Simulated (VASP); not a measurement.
# Iridium under strain, part 2 of 3

How does the pressure of Iridium answer to a change of volume? The bands are shown for each cell. All runs use PBE. Left out of this account: 1 further run (fields: a reference on another mesh). The start is a cell from a database of measured crystal structures.

VASP 6.6.1; PBE; plane waves and PAW (Ir).

Still holding for the runs below: This run has no spin polarisation. Its electron count is odd, so without a moment it is a metal by construction. Spin-orbit coupling is off here; with elements this heavy it splits and shifts levels by tenths of an eV or more.

So far, pressure (GPa): step 2 (bands, cell as listed) 9.67; step 3 (cell volume +4.0 %) -4.50.

## Step 4: Bands, volume times 1.08

The cell is expanded evenly, with fractional positions held.

File INCAR:

```
SYSTEM = Ir
PREC = Accurate
ENCUT = 400
EDIFF = 1E-06
NELM = 100
ISMEAR = -1
SIGMA = 0.05
LREAL = .FALSE.
ALGO = Normal
GGA = PE
NBANDS = 15
LASPH = .TRUE.
LORBIT = 11
LWAVE = .FALSE.
LCHARG = .FALSE.
KPAR = 2
```

File POSCAR:

```
Ir
1.0
    0.0000000000      1.9695844949      1.9695844949
    1.9695844949      0.0000000000      1.9695844949
    1.9695844949      1.9695844949      0.0000000000
Ir
1
Direct
    0.0000000000      0.0000000000      0.0000000000
```

File KPOINTS:

```
Automatic mesh
0
Gamma
17 17 17
0 0 0
```

File KPOINTS_OPT:

```
Line mode
16
Line-mode
Reciprocal
  0.00000000   0.00000000   0.00000000 GAMMA
  0.50000000   0.00000000   0.50000000 X

  0.50000000   0.00000000   0.50000000 X
  0.50000000   0.25000000   0.75000000 W

  0.50000000   0.25000000   0.75000000 W
  0.37500000   0.37500000   0.75000000 K

  0.37500000   0.37500000   0.75000000 K
  0.00000000   0.00000000   0.00000000 GAMMA

  0.00000000   0.00000000   0.00000000 GAMMA
  0.50000000   0.50000000   0.50000000 L

  0.50000000   0.50000000   0.50000000 L
  0.62500000   0.25000000   0.62500000 U

  0.62500000   0.25000000   0.62500000 U
  0.50000000   0.25000000   0.75000000 W

  0.50000000   0.25000000   0.75000000 W
  0.50000000   0.50000000   0.50000000 L

  0.50000000   0.50000000   0.50000000 L
  0.37500000   0.37500000   0.75000000 K

  0.62500000   0.25000000   0.62500000 U
  0.50000000   0.00000000   0.50000000 X
```

The projector-augmented-wave data sets are Ir (PBE family, release 64).

Run with:

```bash
> mpirun -np 2 vasp_std
```

What it wrote:

```text
[... set-up lines as in an earlier step ...]
 entering main loop
       N       E                     dE             d eps       ncg     rms          rms(c)
DAV:   1     0.418209976324E+02    0.41821E+02   -0.33672E+03  5070   0.430E+02
DAV:   2    -0.846264201560E+01   -0.50284E+02   -0.46872E+02  5916   0.140E+02
DAV:   3    -0.940181068192E+01   -0.93917E+00   -0.93683E+00  6686   0.203E+01
DAV:   4    -0.940799013083E+01   -0.61794E-02   -0.61779E-02  6051   0.164E+00
DAV:   5    -0.940807374892E+01   -0.83618E-04   -0.83606E-04  6604   0.175E-01    0.123E+01
DAV:   6    -0.889597182840E+01    0.51210E+00   -0.78421E-01  7149   0.795E+00    0.477E+00
DAV:   7    -0.882066497117E+01    0.75307E-01   -0.22330E-01  7565   0.373E+00    0.153E+00
DAV:   8    -0.881852875222E+01    0.21362E-02   -0.26751E-03  5889   0.387E-01    0.118E+00
DAV:   9    -0.881512805541E+01    0.34007E-02   -0.17207E-03  7120   0.428E-01    0.367E-02
DAV:  10    -0.881513156368E+01   -0.35083E-05   -0.21642E-05  6113   0.316E-02    0.278E-02
DAV:  11    -0.881513279630E+01   -0.12326E-05   -0.14401E-06  6892   0.100E-02    0.172E-03
DAV:  12    -0.881513280601E+01   -0.97129E-08   -0.17465E-08  4288   0.885E-04
   1 F= -.88151328E+01 E0= -.88111006E+01  d E =-.806440E-02
 Start KPOINTS_OPT (optional k-point list driver)
k-point batch [1-160\160]
       N       E                     dE             ncg
DAV:   1     0.151381097016E+05   -0.35751E+05     4880
DAV:   2     0.761689290778E+04   -0.75212E+04     5885
DAV:   3     0.747463206322E+04   -0.14226E+03     6760
DAV:   4     0.747374050723E+04   -0.89156E+00     5531
DAV:   5     0.747372916341E+04   -0.11344E-01     6749
DAV:   6     0.747372895923E+04   -0.20418E-03     5573
DAV:   7     0.747372895503E+04   -0.42020E-05     6322
DAV:   8     0.747372895491E+04   -0.11711E-06     4364
```

Wall time 17 s (2 MPI ranks of Intel Xeon Platinum 8375C at 2.90GHz (Ice Lake), shared host); peak memory 0.27 GiB.

From OUTCAR (step 4):

```text
  LATTYP: Found a face centered cubic cell.
 ALAT       =     3.9391689898

The static configuration has the point symmetry O_h .

 Found    165 irreducible k-points:

   ENCUT  =  400.0 eV  29.40 Ry    5.42 a.u.   4.54  4.54  4.54*2*pi/ulx,y,z

   NELECT =       9.0000    total number of electrons

 E-fermi :   9.0304

 k-point     1 :       0.0000    0.0000    0.0000
  band No.  band energies     occupation
    ...
      2       5.6625      2.00000
      3       5.6625      2.00000
      4       5.6625      2.00000
      5       8.0369      2.00000
      6       8.0369      2.00000
      7      23.5700      0.00000
      8      28.7014      0.00000
      9      28.7014      0.00000
     10      28.7014      0.00000
     11      33.3941      0.00000
    ...

 k-point     2 :       0.0588    0.0000    0.0000
  band No.  band energies     occupation
    ...
      2       5.5907      2.00000
      3       5.7226      2.00000
      4       5.7226      2.00000
      5       8.0003      2.00000
      6       8.0003      2.00000
      7      23.8053      0.00000
      8      27.9042      0.00000
      9      28.9255      0.00000
     10      28.9255      0.00000
     11      34.2741      0.00000
    ...

  Total       -1.4898162     -1.4898162     -1.4898162      0.0000000      0.0000000     -0.0000000
  in kB     -156.2030183   -156.2030183   -156.2030183      0.0000000      0.0000000     -0.0000000
  external PRESSURE =    -156.2030183 kB  Pullay stress =       0.0000000 kB

  energy-cutoff  :      400.00
  volume of cell :       15.28
      direct lattice vectors                 reciprocal lattice vectors
     0.000000000  1.969584495  1.969584495    -0.253860650  0.253860650  0.253860650
     1.969584495  0.000000000  1.969584495     0.253860650 -0.253860650  0.253860650
     1.969584495  1.969584495  0.000000000     0.253860650  0.253860650 -0.253860650

 POSITION                                       TOTAL-FORCE (eV/Angst)
 -----------------------------------------------------------------------------------
      0.00000      0.00000      0.00000         0.000000      0.000000      0.000000
 -----------------------------------------------------------------------------------
    total drift:                                0.000000     -0.000000     -0.000000

  FREE ENERGIE OF THE ION-ELECTRON SYSTEM (eV)
  ---------------------------------------------------
  free  energy   TOTEN  =        -8.8151328060 eV

  energy  without entropy=       -8.8070684023  energy(sigma->0) =       -8.81110060

 total charge
# of ion       s       p       d       tot
------------------------------------------
    1        0.632   0.641   6.877   8.149

[... 5 parts as in an earlier step ...]

[... 5 further parts left out ...]
```

This step gave:

```
free energy (TOTEN)     : -8.815 eV
energy at zero smearing : -8.811 eV
Fermi energy            : 9.030 eV
pressure                : -15.62 GPa
```

Electronic bands along the path, in eV, zero at the Fermi level; # counts the bands kept:

```csv
point,#1,#2,#3,#4,#5,#6,#7
Γ,-10.22,-3.37,-3.37,-3.37,-0.99,-0.99,14.54
X,-6.98,-6.45,0.82,1.35,1.35,1.81,9.58
W,-5.48,-4.27,-4.27,-1.49,1.36,7.62,8.62
K,-6.10,-5.26,-2.49,-0.69,0.61,6.06,7.22
Γ,-10.22,-3.37,-3.37,-3.37,-0.99,-0.99,14.54
L,-7.23,-3.45,-3.45,-0.47,0.85,0.85,6.59
U,-6.10,-5.26,-2.49,-0.69,0.61,6.06,7.22
W,-5.48,-4.27,-4.27,-1.49,1.36,7.62,8.62
L,-7.23,-3.45,-3.45,-0.47,0.85,0.85,6.59
K,-6.10,-5.26,-2.49,-0.69,0.61,6.06,7.22
jump to U,-6.10,-5.26,-2.49,-0.69,0.61,6.06,7.22
X,-6.98,-6.45,0.82,1.35,1.35,1.81,9.58
```

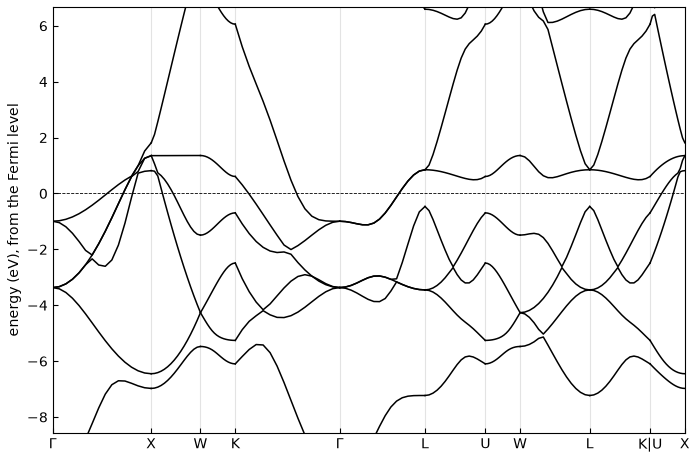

Electronic bands along the path.

 The pressure is -15.62 GPa.

For the pressure, step 2 gave 9.67 GPa; this run, with cell volume +8.0 %, gives -15.6 GPa.

## Step 5: Bands, sheared, principal strains -1.0, -0.5, +1.5 %

The cell is sheared at fixed volume, which lowers its symmetry.

INCAR is that of step 4.

File POSCAR:

```
Ir
1.0
    0.0078330000      1.9079680000      1.9131900000
    1.9415830000     -0.0203220000      1.9413450000
    1.9096620000      1.9042030000      0.0115990000
Ir
1
Direct
    0.0000000000      0.0000000000      0.0000000000
```

KPOINTS is that of step 4.

File KPOINTS_OPT:

```
Line mode
16
Line-mode
Reciprocal
 -0.50000000  -0.50000000  -0.50000000 X
  0.00000000   0.00000000   0.00000000 GAMMA

  0.00000000   0.00000000   0.00000000 GAMMA
  0.00000000   0.50000000   0.00000000 Y

 -0.50000000   0.00000000  -0.50000000 L
  0.00000000   0.00000000   0.00000000 GAMMA

  0.00000000   0.00000000   0.00000000 GAMMA
  0.50000000   0.00000000   0.00000000 Z

  0.00000000  -0.50000000  -0.50000000 N
  0.00000000   0.00000000   0.00000000 GAMMA

  0.00000000   0.00000000   0.00000000 GAMMA
  0.50000000   0.50000000   0.00000000 M

  0.00000000   0.00000000  -0.50000000 R
  0.00000000   0.00000000   0.00000000 GAMMA
```

Run with:

```bash
> mpirun -np 2 vasp_std
```

What it wrote:

```text
[... set-up lines as in an earlier step ...]
 entering main loop
       N       E                     dE             d eps       ncg     rms          rms(c)
DAV:   1     0.425203969506E+02    0.42520E+02   -0.33810E+03 74916   0.435E+02
DAV:   2    -0.843584681702E+01   -0.50956E+02   -0.47572E+02 90027   0.142E+02
DAV:   3    -0.938621505731E+01   -0.95037E+00   -0.94709E+00 99372   0.208E+01
DAV:   4    -0.939185168593E+01   -0.56366E-02   -0.56347E-02 87215   0.159E+00
DAV:   5    -0.939191873065E+01   -0.67045E-04   -0.67024E-04 98444   0.158E-01    0.152E+01
DAV:   6    -0.892873154404E+01    0.46319E+00   -0.61803E-01106183   0.722E+00    0.628E+00
DAV:   7    -0.884129105550E+01    0.87440E-01   -0.23415E-01113212   0.394E+00    0.147E+00
DAV:   8    -0.883917074634E+01    0.21203E-02   -0.32086E-03 82985   0.394E-01    0.116E+00
DAV:   9    -0.883513127606E+01    0.40395E-02   -0.23943E-03106603   0.517E-01    0.671E-02
DAV:  10    -0.883512388766E+01    0.73884E-05   -0.31249E-05 88484   0.337E-02    0.267E-02
DAV:  11    -0.883512649012E+01   -0.26025E-05   -0.32390E-06103930   0.129E-02    0.238E-03
DAV:  12    -0.883512619679E+01    0.29333E-06   -0.63923E-08 66374   0.209E-03
   1 F= -.88351262E+01 E0= -.88316012E+01  d E =-.705002E-02
 Start KPOINTS_OPT (optional k-point list driver)
k-point batch [1-112\112]
       N       E                     dE             ncg
DAV:   1     0.326249225214E+05   -0.92048E+04     3382
DAV:   2     0.273550240638E+05   -0.52699E+04     4144
DAV:   3     0.272559938017E+05   -0.99030E+02     4522
DAV:   4     0.272553554154E+05   -0.63839E+00     3996
DAV:   5     0.272553487262E+05   -0.66892E-02     4657
DAV:   6     0.272553486315E+05   -0.94690E-04     4187
DAV:   7     0.272553486306E+05   -0.92126E-06     4287
```

Run time: 2 min. Hardware: 2 MPI ranks; peak memory 1.2 GiB; 3.6 min of CPU time.

OUTCAR, selected parts (step 5):

```text
   k-points           NKPTS =   2457   k-points in BZ     NKDIM =   2457   number of bands    NBANDS=     15

   ENCUT  =  400.0 eV  29.40 Ry    5.42 a.u.   4.41  4.48  4.40*2*pi/ulx,y,z

   NELECT =       9.0000    total number of electrons

 E-fermi :  10.3111

 k-point     1 :       0.0000    0.0000    0.0000
  band No.  band energies     occupation
    ...
      2       6.2941      2.00000
      3       6.5747      2.00000
      4       6.6680      2.00000
      5       9.1900      2.00000
      6       9.2403      2.00000
      7      24.7232      0.00000
      8      29.8555      0.00000
      9      30.4802      0.00000
     10      30.6380      0.00000
     11      35.1953      0.00000
    ...

  Total        0.8559749      0.9248467      0.8546166      0.3167086      0.2131980     -0.5214157
  in kB       96.9262787    104.7249782     96.7724788     35.8624837     24.1414625    -59.0424894
  external PRESSURE =      99.4745786 kB  Pullay stress =       0.0000000 kB

 POSITION                                       TOTAL-FORCE (eV/Angst)
 -----------------------------------------------------------------------------------
      0.00000      0.00000      0.00000         0.000000     -0.000000     -0.000000
 -----------------------------------------------------------------------------------
    total drift:                                0.000000     -0.000000     -0.000000

  FREE ENERGIE OF THE ION-ELECTRON SYSTEM (eV)
  ---------------------------------------------------
  free  energy   TOTEN  =        -8.8351261968 eV

  energy  without entropy=       -8.8280761729  energy(sigma->0) =       -8.83160118

[... 2 parts as in an earlier step ...]

[... 13 further parts left out ...]
```

The path and its labels are those of the sheared lattice, so a letter need not mean the same point as in the unstrained cell.

Numbers from this step:

| Item | Value |
| --- | --- |
| irreducible k-points | 2457 |
| symmetry operations | 2 |
| free energy (TOTEN) | -8.835 eV |
| energy at zero smearing | -8.832 eV |
| Fermi energy | 10.31 eV |
| pressure | 9.947 GPa |

Electronic bands along the path, in eV, zero at the Fermi level; # counts the bands kept:

```csv
point,#3,#4,#5,#6
X,-3.71,-0.66,0.83,1.13
Γ,-3.74,-3.64,-1.12,-1.07
Y,-3.80,-0.87,0.87,0.98
jump to L,0.94,1.57,1.58,1.83
Γ,-3.74,-3.64,-1.12,-1.07
Z,-3.71,-0.58,0.89,1.13
jump to N,0.93,1.56,1.59,1.78
Γ,-3.74,-3.64,-1.12,-1.07
M,0.93,1.56,1.59,1.78
jump to R,-3.74,-0.54,0.92,1.13
Γ,-3.74,-3.64,-1.12,-1.07
```

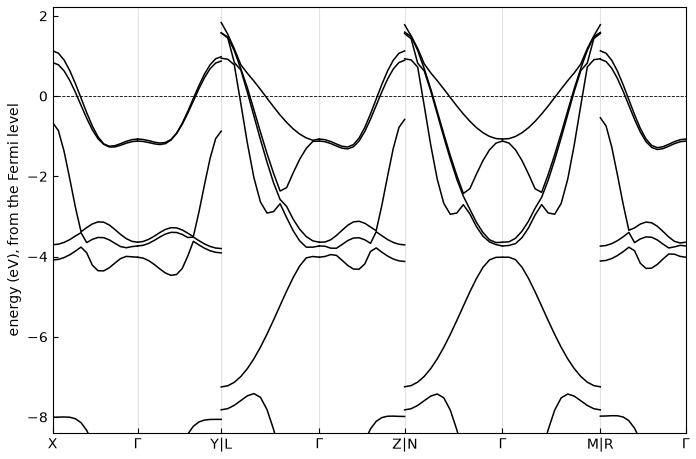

Electronic bands along the path.

 The pressure is 9.95 GPa, and the symmetry operations fall from 48 to 2.

## Step 6: Bands, volume times 0.96

The cell is compressed evenly, with fractional positions held.

INCAR is that of step 5.

File POSCAR:

```
Ir
1.0
    0.0000000000      1.8937549276      1.8937549276
    1.8937549276      0.0000000000      1.8937549276
    1.8937549276      1.8937549276      0.0000000000
Ir
1
Direct
    0.0000000000      0.0000000000      0.0000000000
```

KPOINTS is that of step 5.

File KPOINTS_OPT:

```
Line mode
16
Line-mode
Reciprocal
  0.00000000   0.00000000   0.00000000 GAMMA
  0.50000000   0.00000000   0.50000000 X

  0.50000000   0.00000000   0.50000000 X
  0.50000000   0.25000000   0.75000000 W

  0.50000000   0.25000000   0.75000000 W
  0.37500000   0.37500000   0.75000000 K

  0.37500000   0.37500000   0.75000000 K
  0.00000000   0.00000000   0.00000000 GAMMA

  0.00000000   0.00000000   0.00000000 GAMMA
  0.50000000   0.50000000   0.50000000 L

  0.50000000   0.50000000   0.50000000 L
  0.62500000   0.25000000   0.62500000 U

  0.62500000   0.25000000   0.62500000 U
  0.50000000   0.25000000   0.75000000 W

  0.50000000   0.25000000   0.75000000 W
  0.50000000   0.50000000   0.50000000 L

  0.50000000   0.50000000   0.50000000 L
  0.37500000   0.37500000   0.75000000 K

  0.62500000   0.25000000   0.62500000 U
  0.50000000   0.00000000   0.50000000 X
```

Run with:

```bash
> mpirun -np 2 vasp_std
```

What it wrote:

```text
[... set-up lines as in an earlier step ...]
 entering main loop
       N       E                     dE             d eps       ncg     rms          rms(c)
DAV:   1     0.424573600336E+02    0.42457E+02   -0.33985E+03  5044   0.437E+02
DAV:   2    -0.835062356512E+01   -0.50808E+02   -0.47377E+02  6140   0.144E+02
DAV:   3    -0.931174637565E+01   -0.96112E+00   -0.95881E+00  6651   0.211E+01
DAV:   4    -0.931702083121E+01   -0.52745E-02   -0.52724E-02  5937   0.155E+00
DAV:   5    -0.931707921689E+01   -0.58386E-04   -0.58367E-04  6607   0.148E-01    0.170E+01
DAV:   6    -0.887939852688E+01    0.43768E+00   -0.53995E-01  7022   0.680E+00    0.727E+00
DAV:   7    -0.878545512095E+01    0.93943E-01   -0.23745E-01  7431   0.401E+00    0.144E+00
DAV:   8    -0.878323839871E+01    0.22167E-02   -0.30239E-03  5762   0.387E-01    0.113E+00
DAV:   9    -0.877899303486E+01    0.42454E-02   -0.25463E-03  7008   0.535E-01    0.812E-02
DAV:  10    -0.877898139479E+01    0.11640E-04   -0.29056E-05  6010   0.330E-02    0.248E-02
DAV:  11    -0.877898359230E+01   -0.21975E-05   -0.33774E-06  6893   0.140E-02    0.191E-03
DAV:  12    -0.877898332387E+01    0.26843E-06   -0.52356E-08  4589   0.159E-03
   1 F= -.87789833E+01 E0= -.87756442E+01  d E =-.667818E-02
 Start KPOINTS_OPT (optional k-point list driver)
k-point batch [1-160\160]
       N       E                     dE             ncg
DAV:   1     0.169425252800E+05   -0.38318E+05     4863
DAV:   2     0.933639948151E+04   -0.76061E+04     5864
DAV:   3     0.919983718437E+04   -0.13656E+03     6648
DAV:   4     0.919913134181E+04   -0.70584E+00     5486
DAV:   5     0.919912449108E+04   -0.68507E-02     6594
DAV:   6     0.919912438409E+04   -0.10699E-03     5692
DAV:   7     0.919912438242E+04   -0.16688E-05     5876
DAV:   8     0.919912438233E+04   -0.92856E-07     4292
```

The job ended after 16 s (2 MPI ranks; peak memory 0.27 GiB; 26 s of CPU time).

From OUTCAR (step 6):

```text
   ENCUT  =  400.0 eV  29.40 Ry    5.42 a.u.   4.37  4.37  4.37*2*pi/ulx,y,z

   NELECT =       9.0000    total number of electrons

 E-fermi :  11.0231

 k-point     1 :       0.0000    0.0000    0.0000
  band No.  band energies     occupation
    ...
      2       6.9923      2.00000
      3       6.9923      2.00000
      4       6.9923      2.00000
      5       9.8600      2.00000
      6       9.8600      2.00000
      7      25.3648      0.00000
      8      31.1957      0.00000
      9      31.1957      0.00000
     10      31.1957      0.00000
     11      36.1658      0.00000
    ...

  Total        2.3443440      2.3443440      2.3443440      0.0000000     -0.0000000      0.0000000
  in kB      276.5225825    276.5225825    276.5225825      0.0000000     -0.0000000      0.0000000
  external PRESSURE =     276.5225825 kB  Pullay stress =       0.0000000 kB

 POSITION                                       TOTAL-FORCE (eV/Angst)
 -----------------------------------------------------------------------------------
      0.00000      0.00000      0.00000         0.000000     -0.000000     -0.000000
 -----------------------------------------------------------------------------------
    total drift:                               -0.000000      0.000000     -0.000000

  FREE ENERGIE OF THE ION-ELECTRON SYSTEM (eV)
  ---------------------------------------------------
  free  energy   TOTEN  =        -8.7789833239 eV

  energy  without entropy=       -8.7723051399  energy(sigma->0) =       -8.77564423

[... 5 parts as in an earlier step ...]

[... 11 further parts left out ...]
```

This step gave:

```yaml
irreducible_k_points: 165
symmetry_operations: 48
free_energy_toten: -8.779 eV
energy_at_zero_smearing: -8.776 eV
fermi_energy: 11.02 eV
pressure: 27.65 GPa
```

Electronic bands along the path, in eV, zero at the Fermi level; # counts the bands kept:

```csv
point,#1,#2,#3,#4,#5,#6
Γ,-11.46,-4.03,-4.03,-4.03,-1.16,-1.16
X,-8.29,-7.69,1.04,1.70,1.70,1.81
W,-6.56,-5.07,-5.07,-1.82,1.71,8.71
K,-7.28,-6.25,-2.96,-0.85,0.77,6.66
Γ,-11.46,-4.03,-4.03,-4.03,-1.16,-1.16
L,-8.44,-4.15,-4.15,-0.76,1.08,1.08
U,-7.28,-6.25,-2.96,-0.85,0.77,6.66
W,-6.56,-5.07,-5.07,-1.82,1.71,8.71
L,-8.44,-4.15,-4.15,-0.76,1.08,1.08
K,-7.28,-6.25,-2.96,-0.85,0.77,6.66
jump to U,-7.28,-6.25,-2.96,-0.85,0.77,6.66
X,-8.29,-7.69,1.04,1.70,1.70,1.81
```

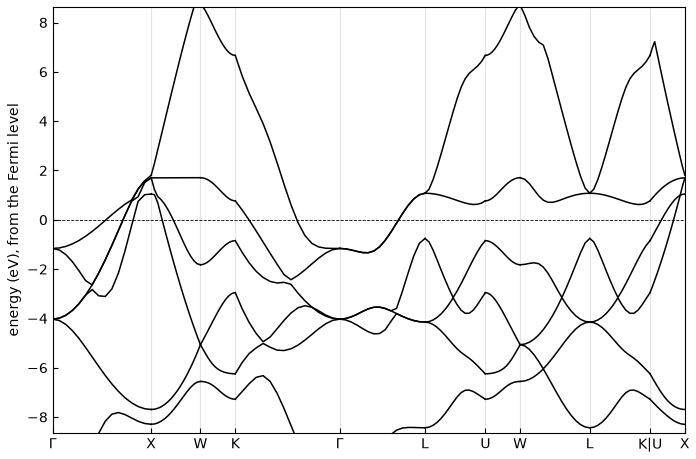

Electronic bands along the path.

 The pressure is 27.65 GPa.

For the pressure, step 2 gave 9.67 GPa; this run, with cell volume -4.0 %, gives 27.7 GPa (+186 %).

(Continued in part 3 of 3.)

[Lines on the potential files, build, host, timing and source positions are cut from VASP's logs without a mark.]

[Logs are printed without paths, hosts, clocks, repeated set-up lines and the standing remarks that a program may print on its own settings, such as how far it seeks lower states.]

[Hosts, paths, dates, database ids (printed as entryN), source tags and the programs' standing remarks are cut or masked in the printed files.]

[A measured line is paired with the nearest computed mode of its activity, which favours agreement.]
